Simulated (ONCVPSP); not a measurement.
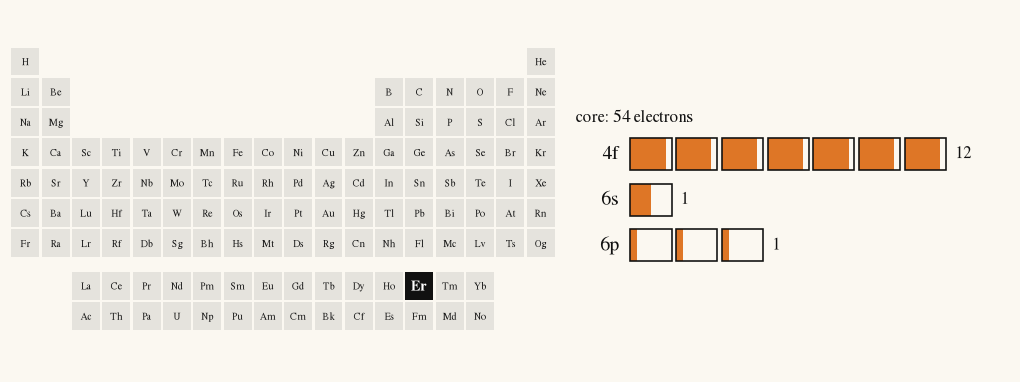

*Left, the place of erbium in the periodic table; right, the valence shells of the reference configuration: a box for each of the 2l + 1 orbitals, shaded by the share of the shell that is filled, with the electron count at the right.*

Pseudopotential generation for Er

System: erbium (Er, Z = 68), core [Xe], reference valence 4f12 6s1 6p1, valence charge 14.
Method: ONCV potential, PBE, scalar-relativistic, made with ONCVPSP 4.0.1.

Input:
```
# ATOM AND REFERENCE CONFIGURATION
# atsym  z   nc   nv     iexc    psfile
  Er 68.00   11    3        4      upf
#
#   n    l    f
    1    0    2.00
    2    0    2.00
    2    1    6.00
    3    0    2.00
    3    1    6.00
    3    2   10.00
    4    0    2.00
    4    1    6.00
    4    2   10.00
    5    0    2.00
    5    1    6.00
    4    3   12.00
    6    0    1.00
    6    1    1.00
#
# PSEUDOPOTENTIAL AND OPTIMIZATION
# lmax
    3
#
#   l,   rc,      ep,       ncon, nbas, qcut
    0    3.30    0.00    4    9    2.30
    1    5.40    0.00    3    7    2.10
    2    2.95    0.27    4    9    3.50
    3    0.65    0.00    4    8   16.10
#
# LOCAL POTENTIAL
# lloc, lpopt,  rc(5),   dvloc0
    4    5    0.45    0.00
#
# VANDERBILT-KLEINMAN-BYLANDER PROJECTORs
# l, nproj, debl
    0    3    3.80
    1    1    1.80
    2    2    2.20
    3    2    1.70
#
# MODEL CORE CHARGE
# icmod, fcfact, rcfact
    3    4.50    1.50
#
# LOG DERIVATIVE ANALYSIS
# epsh1, epsh2, depsh
   -2.00    5.00    0.02
#
# OUTPUT GRID
# rlmax, drl
    6.00    0.01
#
# TEST CONFIGURATIONS
# ncnf
    4
# nvcnf
#   n    l    f
    3
    4    3   12.00
    6    0    2.00
    6    1    0.00
#
    3
    4    3   12.00
    6    0    1.00
    6    1    0.00
#
    3
    4    3   12.00
    6    0    0.00
    6    1    0.00
#
    4
    4    3   11.00
    6    0    1.00
    6    1    0.00
    5    2    1.00
#
```

Command:
```bash
oncvpsp.x < Er.dat > Er.out
```

The program's output (extracts):
```
ONCVPSP  (Optimized Norm-Conservinng Vanderbilt PSeudopotential)
scalar-relativistic version 4.0.1

#   n    l    f        energy (Ha)
    1    0    2.00    -2.1086255E+03
    2    0    2.00    -3.5428283E+02
    2    1    6.00    -3.1332597E+02
    3    0    2.00    -7.9422930E+01
    3    1    6.00    -6.6966544E+01
    3    2   10.00    -5.1386864E+01
    4    0    2.00    -1.5710159E+01
    4    1    6.00    -1.1614639E+01
    4    2   10.00    -6.1315112E+00
    5    0    2.00    -1.9632691E+00
    5    1    6.00    -1.0264695E+00
    4    3   12.00    -1.7065701E-01
    6    0    1.00    -1.7205222E-01
    6    1    1.00    -6.5832549E-02

Reference configufation results
  iterations    37
  all-electron total energy (Ha)   -1.30862664D+04

Begin loop to  construct optimized pseudo wave functions
and semi-local pseudopoentials for all angular momenta

   Wellstate for l =  0  n = 10
     eigenvalue =   3.6279
     asymptotic potential =   4.1279
     half-point radius =  5.6240

   Wellstate for l =  0  n = 12
     eigenvalue =   7.4279
     asymptotic potential =   7.9279
     half-point radius =  5.3669

Calculating optimized projector #   1

 for l=   0

    Fraction of norm inside rc  0.367009
    Optimizing pswf for qcut=   2.30 a_B^-1,  ecut=   2.65 Ha
    Residual kinetic energy error=  1.35D-04 Ha

    Energy error per electron        Cutoff
         Ha          eV             Ha
         0.01000     0.27211        1.18
         0.00100     0.02721        2.02
         0.00010     0.00272        3.00
         0.00001     0.00027       18.03

Calculating optimized projector #   2

 for l=   0

    Fraction of norm inside rc  0.155560
    Optimizing pswf for qcut=   2.30 a_B^-1,  ecut=   2.65 Ha
    Residual kinetic energy error=  3.52D-01 Ha

    Energy error per electron        Cutoff
         Ha          eV             Ha
         0.01000     0.27211       24.48
         0.00100     0.02721       29.32
         0.00010     0.00272       37.44
         0.00001     0.00027       54.40

Calculating optimized projector #   3

 for l=   0

    Fraction of norm inside rc  0.126129
    Optimizing pswf for qcut=   2.30 a_B^-1,  ecut=   2.65 Ha
    Residual kinetic energy error=  1.32D+00 Ha

    Energy error per electron        Cutoff
         Ha          eV             Ha
         0.01000     0.27211       15.98
         0.00100     0.02721       32.62
         0.00010     0.00272       37.45
         0.00001     0.00027       45.50

Calculating optimized projector #   1

 for l=   1

    Fraction of norm inside rc  0.530693
    Optimizing pswf for qcut=   2.10 a_B^-1,  ecut=   2.21 Ha
    Residual kinetic energy error=  4.11D-07 Ha

    Energy error per electron        Cutoff
         Ha          eV             Ha
         0.01000     0.27211        0.24
         0.00100     0.02721        0.47
         0.00010     0.00272        1.26
         0.00001     0.00027        1.65

WARNING wellstate: localized bound state found for n= 5 l= 2
WARNING this state with energy -0.07248991
WARNING will be used for the first projector

   Wellstate for l =  2  n =  8
     eigenvalue =   2.1275
     asymptotic potential =   2.6275
     half-point radius =  5.4870

Calculating optimized projector #   1

 for l=   2

    Fraction of norm inside rc  0.523309
    Optimizing pswf for qcut=   3.50 a_B^-1,  ecut=   6.14 Ha
    Residual kinetic energy error=  7.72D-04 Ha

    Energy error per electron        Cutoff
         Ha          eV             Ha
         0.01000     0.27211        4.50
         0.00100     0.02721        5.96
         0.00010     0.00272       23.69
         0.00001     0.00027       35.89

Calculating optimized projector #   2

 for l=   2

    Fraction of norm inside rc  0.209887
    Optimizing pswf for qcut=   3.50 a_B^-1,  ecut=   6.14 Ha
    Residual kinetic energy error=  2.38D-02 Ha

    Energy error per electron        Cutoff
         Ha          eV             Ha
         0.01000     0.27211        7.24
         0.00100     0.02721       28.06
         0.00010     0.00272       43.87
         0.00001     0.00027       51.12

   Wellstate for l =  3  n =  5
     eigenvalue =   1.5293
     asymptotic potential =   2.0293
     half-point radius =  2.7504

Calculating optimized projector #   1

 for l=   3

    Fraction of norm inside rc  0.450530
    Optimizing pswf for qcut=  16.11 a_B^-1,  ecut= 129.72 Ha
    Residual kinetic energy error=  1.85D-01 Ha

    Energy error per electron        Cutoff
         Ha          eV             Ha
         0.01000     0.27211      572.92
         0.00100     0.02721      666.91
         0.00010     0.00272     1026.08

Calculating optimized projector #   2

 for l=   3

    Fraction of norm inside rc  0.054042
    Optimizing pswf for qcut=  16.11 a_B^-1,  ecut= 129.72 Ha
    Residual kinetic energy error=  2.71D-02 Ha

    Energy error per electron        Cutoff
         Ha          eV             Ha
         0.01000     0.27211      148.01
         0.00100     0.02721      691.35
         0.00010     0.00272      839.49
         0.00001     0.00027     1091.18

Construct Vanderbilt / Kleinmman-Bylander projectors

B matrix Hermiticity error, ll=   0
   1   2   -8.0181E-05
   1   3   -2.7183E-04
   2   3   -1.5544E-04

  Orthonormal projector coefficients  4.4339E+01  6.8994E+00  1.1323E+00

B matrix Hermiticity error, ll=   2
   1   2    7.3045E-05

  Orthonormal projector coefficients  8.9792E+00 -1.4988E+00

B matrix Hermiticity error, ll=   3
   1   2    4.4697E-04

  Orthonormal projector coefficients -3.5582E+02 -3.1228E+01

Model core correction analysis
  based on d2Exc/dn_idn_j

d2excae - all-electron derivatives

   -1.946659D-02   -1.331800D-03   -4.861407D-04
   -1.331592D-03   -2.859416D-02   -2.049592D-02
   -4.859863D-04   -2.047820D-02   -2.631445D-02

d2excps - pseudofunction derivatives with no core correction

   -4.478752D-02   -1.417697D-03   -3.887654D-04
   -1.416442D-03   -3.443857D-02   -2.187772D-02
   -3.887276D-04   -2.186968D-02   -2.616037D-02

rms 2nd derivative error    8.687217E-03

rmatch, rhocmatch    2.6360    0.0825

Teter function model core charge with specified parameters

d2excps - pseudofunction derivatives with core correction

   -4.413819D-02   -9.684905D-04   -2.884741D-04
   -9.681753D-04   -2.673052D-02   -1.948039D-02
   -2.882976D-04   -1.947460D-02   -2.538198D-02

rms 2nd derivative error    8.269161E-03

Pseudoatom total energy  -87.021563

Diagnostic tests using Vanderbilt-Kleinman-Bylander pseudopotentials
  1 or more projectors used as specified by nproj input data

   l    rcore       rmatch      e in        delta e   norm test  slope test

   0   3.3087743   3.4092358  -0.1720522  -0.0000002   0.9999897   1.0000054
   0   3.3087743   3.4092358   3.6279478   0.0000009   1.0001511   1.0001511
   0   3.3087743   3.4092358   7.4279478   0.0000160   0.9999977   0.9999977

   1   5.4038285   5.5679004  -0.0658325   0.0000011   1.0000009   1.0000447

   2   2.9532860   3.0429541  -0.0724899   0.0000001   1.0000141   1.0000123
   2   2.9532860   3.0429541   2.1275101   0.0000093   1.0000688   1.0000688

   3   0.6501542   0.6698943  -0.1706570   0.0006222   1.0004869   1.0001040
   3   0.6501542   0.6698943   1.5293430   0.0001484   1.0009525   1.0009525

 Testing for bound ghosts
   n   l    E NL Schr. Eq   E Basis Diag.   E Cutoff

       0                      -54.144490     40.71  WARNING - GHOST(-)
       0                       -6.089065     40.71  WARNING - GHOST(-)
   1   0       -0.172052       -0.171122     40.71

       1                      -42.151613      5.26  WARNING - GHOST(-)
       1                       -6.549364      5.26  WARNING - GHOST(-)
   2   1       -0.065831       -0.065694      5.26

       2                      -11.525121     50.75  WARNING - GHOST(-)
   3   2       -0.072490       -0.069757     50.75

   4   3       -0.170035       -0.075500    917.45

 Testing for highly-localized positive-energy ghosts
       l    <radius>/rc     E Basis Diag.   E Cutoff

       0        0.600892        6.485438     40.71  WARNING - GHOST(+)

       2        0.903119        8.098664     50.75  WARNING - GHOST(+)

       3        0.917106      343.985325    917.45  WARNING - GHOST(+)

Test configuration 0

   n   l     f        eae           eps        diff
   1   0  2.0000-2108.62550894
   2   0  2.0000 -354.28282837
   2   1  6.0000 -313.32596678
   3   0  2.0000  -79.42293006
   3   1  6.0000  -66.96654445
   3   2 10.0000  -51.38686400
   4   0  2.0000  -15.71015886
   4   1  6.0000  -11.61463885
   4   2 10.0000   -6.13151116
   5   0  2.0000   -1.96326906
   5   1  6.0000   -1.02646948
   4   3 12.0000   -0.17065701   -0.17003481    6.22D-04
   6   0  1.0000   -0.17205222   -0.17205240   -1.76D-07
   6   1  1.0000   -0.06583255   -0.06583144    1.11D-06

    Total energies and differences
      AE_ref= -1.30862664D+04  AE_tst= -1.30862664D+04  dif=  0.00D+00
      PS_ref= -8.70215631D+01  PS_tst= -8.70215631D+01  dif= -3.41D-13
      PSP excitation error=  3.41D-13

Test configuration 1

psatom: WARNING lschvkbb convergence error n,l,iter=   2   1  21
ea(ii),et,emin,emax -5.815414E-02 -5.771341E-02 -5.771341E-02 -5.770105E-02
run_config: WARNING for fully non-local PS atom, stg. 1
 WARNING no output for configuration 2

Test configuration 2

   n   l     f        eae           eps        diff
   1   0  2.0000-2108.81267531
   2   0  2.0000 -354.46951302
   2   1  6.0000 -313.51273759
   3   0  2.0000  -79.60899947
   3   1  6.0000  -67.15262835
   3   2 10.0000  -51.57299506
   4   0  2.0000  -15.89635261
   4   1  6.0000  -11.80091098
   4   2 10.0000   -6.31788778
   5   0  2.0000   -2.15041542
   5   1  6.0000   -1.21359491
   4   3 12.0000   -0.35717250   -0.35620040    9.72D-04
   6   0  1.0000   -0.33288333   -0.33530842   -2.43D-03

    Total energies and differences
      AE_ref= -1.30862664D+04  AE_tst= -1.30861342D+04  dif=  1.32D-01
      PS_ref= -8.70215631D+01  PS_tst= -8.68884430D+01  dif=  1.33D-01
      PSP excitation error= -8.52D-04

Test configuration 3

psatom: WARNING lschvkbb convergence error n,l,iter=   2   1  38
ea(ii),et,emin,emax -2.800154E-01 -2.885155E-01 -2.885155E-01 -2.885155E-01
run_config: WARNING for fully non-local PS atom, stg. 1
 WARNING no output for configuration 4

Test configuration 4

psatom: WARNING lschvkbb convergence error n,l,iter=   2   1  20
ea(ii),et,emin,emax -1.691323E-01 -1.764722E-01 -1.764722E-01 -1.764722E-01
run_config: WARNING for fully non-local PS atom, stg. 1
 WARNING no output for configuration 5
```

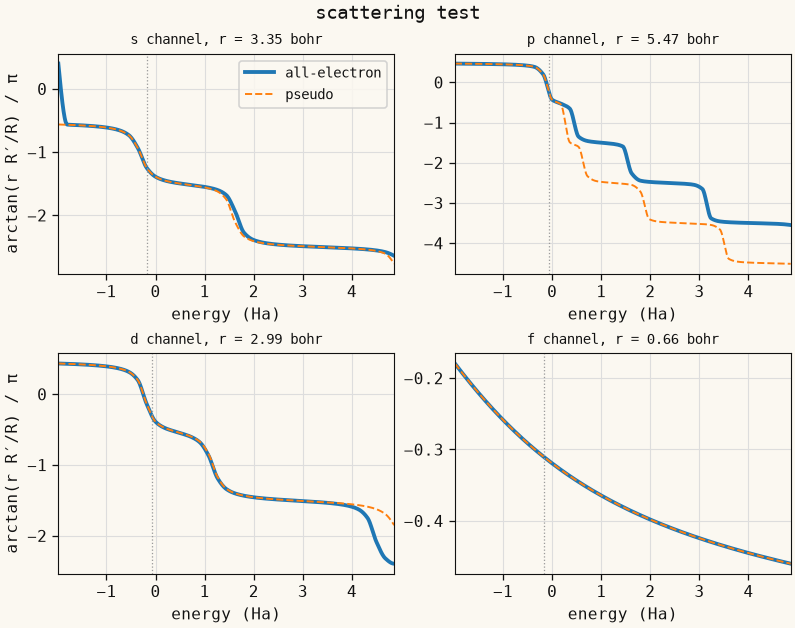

*Unwrapped phase arctan(r R′/R) in units of π against energy, all-electron (solid) and pseudo (dashed); the pseudo phase is matched to the all-electron one at the reference energy. Here R(r) is the radial function. A near-vertical step is a level narrower than the spacing of the points behind the curves. The dotted line marks the reference energy of the channel.*

- Ghost states: Going away from the reference energies, the phases part by more than π/2 in: s at about -1.9 Ha (below its reference energy, pseudo phase lower, at the 5s core level, which only the all-electron atom has); p at about 0.3 Ha (above its reference energy, pseudo phase lower); d at about 4.5 Ha (above its reference energy, pseudo phase higher). Such a step is either a state that only one of the two atoms has or an ordinary level shifted in energy. The separate test gives: GHOST(-) flagged for s at -1473.3 eV, s at -165.7 eV, p at -1147.0 eV, p at -178.2 eV, d at -313.6 eV; GHOST(+) flagged for s at 176.5 eV, d at 220.4 eV (flags above 300 eV left out). The bound ghosts lie below the range of the plot.
- Range over which the phases agree within 0.05 rad: s: between about -1.8 and 1.2 Ha; p: up to about 0.1 Ha; d: up to about 1.0 Ha; f: over the whole range drawn.
- First channel to depart above its reference energy: the p channel: its phase error passes 0.05 rad 0.2 Ha above its reference energy, against 1.1 Ha for d.

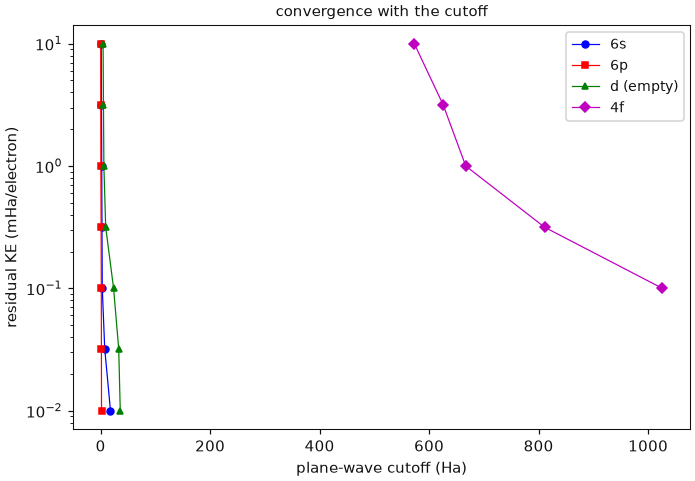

*Residual kinetic energy of the pseudo-waves (the first of each channel, and further valence shells) beyond the plane-wave cutoff, as the generator prints it.*

- Cutoffs for the occupied states: 667 Ha for 1 mHa and 1026 Ha for 0.1 mHa per electron. The first is set by 4f.
- Hardest wave at 1 mHa per electron: 4f, with rc = 0.65 bohr and qcut = 16.1 1/bohr. The optimisation minimises, but can't always remove, the kinetic energy above qcut²/2 = 129.6 Ha, and a larger rc would as a rule soften the wave at some cost in transferability.
- Cutoffs for 1 mHa per electron: 4f: 667 Ha; d (empty): 6.0 Ha; 6s: 2.0 Ha; 6p: 0.5 Ha. The potential isn't sound: its ghost test gives GHOST(-) flagged for s at -1473.3 eV, s at -165.7 eV, p at -1147.0 eV, p at -178.2 eV, d at -313.6 eV; GHOST(+) flagged for s at 176.5 eV, d at 220.4 eV (flags above 300 eV left out).

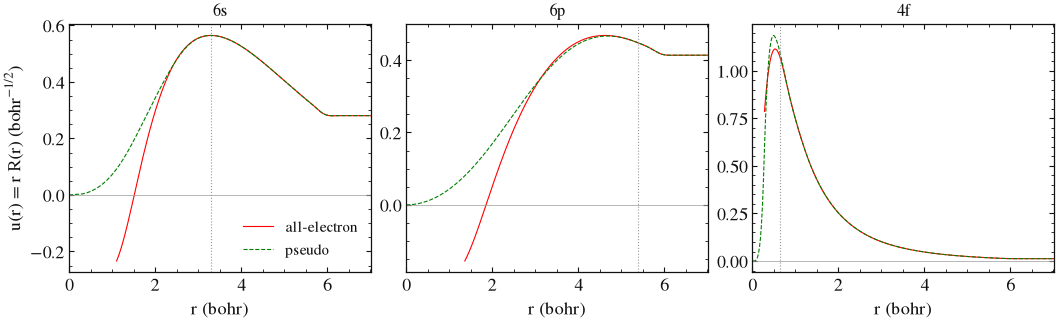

*All-electron valence functions (solid) with their pseudo partners (dashed). Dotted lines mark the matching radii. The innermost oscillations of some all-electron curves aren't drawn.*

Pseudo-waves: 6s has no node; 6p has no node; 4f has no node.

Summary:

- outcome: generated, with a ghost state
- cutoffs needed: 667 Ha and 1026 Ha (the cutoffs at which the residual kinetic energy of the hardest occupied pseudo-wave falls to 1 and 0.1 mHa per electron)
- ghost test: GHOST(-) flagged for s at -1473.3 eV, s at -165.7 eV, p at -1147.0 eV, p at -178.2 eV, d at -313.6 eV; GHOST(+) flagged for s at 176.5 eV, d at 220.4 eV (flags above 300 eV left out)
- configuration tests: 3 of 4 tests not solved
- rms error of d²Exc/dni dnj: 8.69 mHa without and 8.27 mHa with the model core
- largest excitation error among the tests solved: -23 meV (all-electron minus pseudo) for 4f12 6s1 6p0
- clearest signs, in the scattering phases, of states that the all-electron atom lacks: p near 0.4 Ha
- range over which the phases arctan(r R′/R) at the test radius agree within 0.05 rad (a looser test near the poles than one of phase shifts): s: between about -1.8 and 1.2 Ha; p: up to about 0.1 Ha; d: up to about 1.0 Ha; f: over the whole range computed
- hardware: 1 CPU thread, shared host
- wall time: 8.1 s

Remarks:

The potential has a bound ghost state, so it can't be used as it stands. Warnings of the program, in the generation or the tests: wellstate: localized bound state found for n= 5 l= 2.
